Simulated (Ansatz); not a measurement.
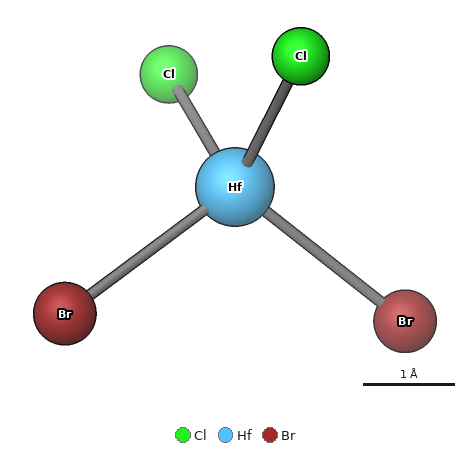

The starting structure (ball-and-stick view, seen at a tilt). Sticks mark near contacts. Bond lengths as drawn: Br–Hf 2.48 Å and Cl–Hf 2.34 Å.

**Geometry relaxation, with input and output: HfBr$_{2}$Cl$_{2}$**

- system: HfBr$_{2}$Cl$_{2}$, SMILES [Cl][Hf]([Cl])([Br])[Br]
- method: RKS PBE0-D4/def2-TZVP (Ansatz 0.2.0)

The geometry: PBE-D4/def2-SVP start.

**Output**
```
Functional definition: PBE0
  name "PBE0"
  cite "Adamo & Barone, J. Chem. Phys. 110, 6158 (1999) doi:10.1063/1.478522"
  cite "Perdew, Burke & Ernzerhof, Phys. Rev. Lett. 77, 3865 (1996) doi:10.1103/PhysRevLett.77.3865"
  parent pbe
  parameter a = 0.25
  parameter kappa = 0.804
  parameter beta = 0.06672455060314922
  exchange = (1 - a)*pbe_x(kappa = kappa, mu = beta*pi^2/3) + a*exact_x
  correlation = pbe_c(beta = beta)
1755 factors; their error is unknown
mean field evaluation 1: about -166427.4481 eV, gradient 2.2e1 eV
mean field evaluation 2: about -166424.2298 eV, gradient 4.4e1 eV
mean field evaluation 4: about -166428.7245 eV, gradient 2.1e0 eV
mean field evaluation 8: about -166428.7369 eV, gradient 2.8e-2 eV
mean field evaluation 16: about -166429.6894 eV, gradient 1.2e-4 eV
mean field -166429.68937969 eV, -6116.1782746085 hartree, gradient 1.6e-5 eV, S^2 0.000000; 0 other end points of the search recorded, 0 dependent functions left out
the calculation of the forces begins
reference -166429.68941189 eV, -6116.1782757918 hartree; 58, 58 occupied and 152, 152 virtual orbitals, 1755 factors
relax step   1: F+E_penalty+E_count = -166429.88390090 eV  Δ(F+E_penalty+E_count) = +0.000e0 eV  max|allowed force component| = 3.515e-1 eV/Å  Δτ_max = 0.0000 Å  (28 SCF iters, accepted)
these checks for a lower state are left out or cut short: starts, cluster_reference, orbital_swaps, neighbouring_geometries, increment
1755 factors; their error is unknown
mean field -166429.68824970 eV, -6116.1782330822 hartree, gradient 1.3e-5 eV, S^2 0.000000; 0 other end points of the search recorded, 0 dependent functions left out
the calculation of the forces begins
reference -166429.68828178 eV, -6116.1782342608 hartree; 58, 58 occupied and 152, 152 virtual orbitals, 1755 factors
relax step   2: F+E_penalty+E_count = -166429.88685439 eV  Δ(F+E_penalty+E_count) = -2.953e-3 eV  max|allowed force component| = 3.019e-1 eV/Å  Δτ_max = 0.0356 Å  (29 SCF iters, accepted)
these checks for a lower state are left out or cut short: starts, cluster_reference, orbital_swaps, neighbouring_geometries, increment
1755 factors; their error is unknown
mean field evaluation 32: about -166429.6982 eV, gradient 2.2e-5 eV
mean field -166429.69821330 eV, -6116.1785992377 hartree, gradient 2.2e-5 eV, S^2 0.000000; 0 other end points of the search recorded, 0 dependent functions left out
the calculation of the forces begins
reference -166429.69824544 eV, -6116.1786004185 hartree; 58, 58 occupied and 152, 152 virtual orbitals, 1755 factors
relax step   3: F+E_penalty+E_count = -166429.89492064 eV  Δ(F+E_penalty+E_count) = -8.066e-3 eV  max|allowed force component| = 1.493e-2 eV/Å  Δτ_max = 0.0173 Å  (31 SCF iters, accepted)
these checks for a lower state are left out or cut short: starts, cluster_reference, orbital_swaps, neighbouring_geometries, increment
1755 factors; their error is unknown
mean field -166429.69829208 eV, -6116.1786021327 hartree, gradient 1.8e-5 eV, S^2 0.000000; 0 other end points of the search recorded, 0 dependent functions left out
the calculation of the forces begins
reference -166429.69832421 eV, -6116.1786033136 hartree; 58, 58 occupied and 152, 152 virtual orbitals, 1755 factors
relax step   4: F+E_penalty+E_count = -166429.89495198 eV  Δ(F+E_penalty+E_count) = -3.133e-5 eV  max|allowed force component| = 1.161e-3 eV/Å  Δτ_max = 0.0029 Å  (32 SCF iters, accepted)
1755 factors; their error is unknown
mean field evaluation 64: about -166429.6983 eV, gradient 1.6e-5 eV
```

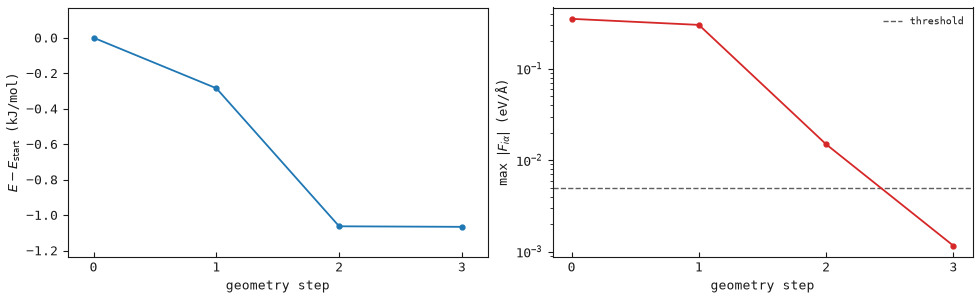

Progress of the relaxation, step by step (the first geometry is step 0 here and step 1 in the log).

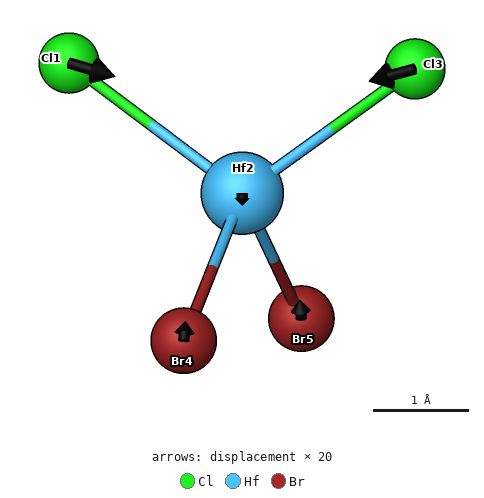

The starting structure with the displacements as black arrows, magnified 20 times (ball-and-stick view, seen at an oblique angle). The two geometries are laid on each other by the best rigid fit. The largest moves after the best rigid fit, 0.027 Å, are those of Cl1 and Cl3. Largest moves by element: Cl 0.027 Å, Br 0.011 Å, Hf 0.007 Å. Among the contacts that change: Cl1–Hf2 2.336 → 2.315 Å, Hf2–Br4 2.485 → 2.472 Å. Over 3 geometry steps the energy falls by 1.07 kJ/mol. The largest force component goes from 0.35 to 0.0012 eV/Å. (Atoms are counted from 1 in the order of the input.)

```
mean field -166429.69829208 eV, -6116.1786021327 hartree, gradient 1.8e-5 eV, S^2 0.000000; 1 other end points of the search recorded, 0 dependent functions left out
the calculation of the forces begins
reference -166429.69832421 eV, -6116.1786033136 hartree; 58, 58 occupied and 152, 152 virtual orbitals, 1755 factors
Total energy: -166429.89498411 eV, -6116.1858304314 hartree
Atom 0 at    -0.594993    -0.329480     2.223266 Å, force    -0.001052     0.000562     0.000439 eV/Å
Atom 1 at     0.025972    -0.032432     0.013395 Å, force     0.000760    -0.000846     0.001043 eV/Å
Atom 2 at     1.978056    -1.208126    -0.392162 Å, force     0.000528     0.000023    -0.001161 eV/Å
Atom 3 at    -1.765819    -0.874861    -1.466346 Å, force     0.000165     0.000554    -0.000024 eV/Å
Atom 4 at     0.406684     2.371200    -0.419553 Å, force    -0.000400    -0.000293    -0.000297 eV/Å
Dipole moment:    -0.012874     0.014244    -0.017452 e Å
```

**Trajectory as extended XYZ (Å, eV, eV/Å), 4 frames, from step=1 to step=4**
```
5
Properties=species:S:1:pos:R:3:forces:R:3 step=1 energy=-166429.88390
Cl   -0.6092   -0.3270    2.2458    0.1100   0.0394  -0.3515
Hf    0.0294   -0.0362    0.0178    0.0698  -0.0774   0.0952
Cl    1.9992   -1.2182   -0.4055   -0.3122   0.1842   0.0776
Br   -1.7729   -0.8721   -1.4742    0.1608   0.0685   0.1352
Br    0.4033    2.3798   -0.4253   -0.0284  -0.2147   0.0436
5
Properties=species:S:1:pos:R:3:forces:R:3 step=2 energy=-166429.88685
Cl   -0.5959   -0.3256    2.2130   -0.0556  -0.0287   0.2046
Hf    0.0261   -0.0325    0.0135    0.0526  -0.0581   0.0711
Cl    1.9696   -1.2016   -0.3946    0.1803  -0.1094  -0.0353
Br   -1.7520   -0.8662   -1.4556   -0.2250  -0.1057  -0.1859
Br    0.4021    2.3523   -0.4177    0.0477   0.3019  -0.0544
5
Properties=species:S:1:pos:R:3:forces:R:3 step=3 energy=-166429.89492
Cl   -0.5974   -0.3283    2.2245    0.0044  -0.0002  -0.0084
Hf    0.0268   -0.0333    0.0145    0.0111  -0.0123   0.0149
Cl    1.9795   -1.2082   -0.3947   -0.0079   0.0040   0.0039
Br   -1.7644   -0.8729   -1.4656   -0.0109  -0.0063  -0.0086
Br    0.4054    2.3691   -0.4201    0.0032   0.0148  -0.0018
5
Properties=species:S:1:pos:R:3:forces:R:3 step=4 energy=-166429.89495
Cl   -0.5950   -0.3295    2.2233   -0.0011   0.0006   0.0004
Hf    0.0260   -0.0324    0.0134    0.0008  -0.0008   0.0010
Cl    1.9781   -1.2081   -0.3922    0.0005   0.0000  -0.0012
Br   -1.7658   -0.8749   -1.4663    0.0002   0.0006   0.0000
Br    0.4067    2.3712   -0.4196   -0.0004  -0.0003  -0.0003
```

This output came from the following input.

**Input**
```yaml
crystal:
  periodic: [false, false, false]
  atoms:
    - {symbol: Cl, position_ang: [-0.609159, -0.327049, 2.245821]}
    - {symbol: Hf, position_ang: [0.029378, -0.036158, 0.017821]}
    - {symbol: Cl, position_ang: [1.999194, -1.218169, -0.405460]}
    - {symbol: Br, position_ang: [-1.772852, -0.872119, -1.474241]}
    - {symbol: Br, position_ang: [0.403339, 2.379796, -0.425341]}
basis:
  gaussian: {orbitals: def2-TZVP}
hamiltonian: {xc: pbe0, dispersion: d4}
relax: {f_tol: 0.005, max_steps: 150}
```

Command:
```bash
ansatz run in.yaml --threads 4 --pin off --events-out ev --progress --plain --max-ram 11315MiB
```

**Summary**

```csv
quantity,value
outcome,converged
total energy,−166429.8950 eV
mean-field energy,−166429.6983 eV
dispersion energy,−0.1967 eV
SCF solution under orbital rotations,stable
largest force (length of the vector) at the end,0.002 eV/Å
dipole moment,0.12 D
hardware,"4 threads of Arm Neoverse V1, 23 GiB of memory available, shared host"
wall time,36 s (CPU time 2.3 min)
peak memory,0.88 GiB
```
